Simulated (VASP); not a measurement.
Band structure of ZrS₂ (1T layered). Method: PBE GGA, VASP's PBE PAW potentials (set 64) (plane waves; VASP).

Without a dispersion term in the relaxation, distances and binding between the weakly bound layers, chains or molecules are unreliable, and so is what depends on them.

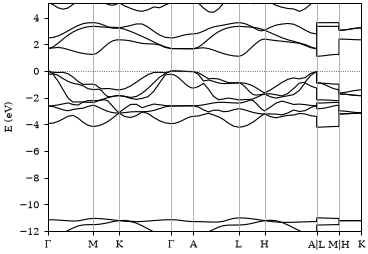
Fig. 1. Bands along high-symmetry lines, zero at the valence-band maximum or, without a gap, the Fermi level

Question: Read the plot: is there a gap, and where are the band edges?

Answer: The gap is indirect, 1.11 eV, from the valence maximum at Γ to the conduction minimum at L. (Edges off the drawn lines would not show.)

Measured: gap 1.70 eV (computed value off by -0.59 eV), as given by Miłosz Rybak et al., Nanomaterials (2022), arXiv:2210.12074.

The compound is ZrS2 in the 1T layered structure. It was relaxed first, which changed the volume by +13 %.
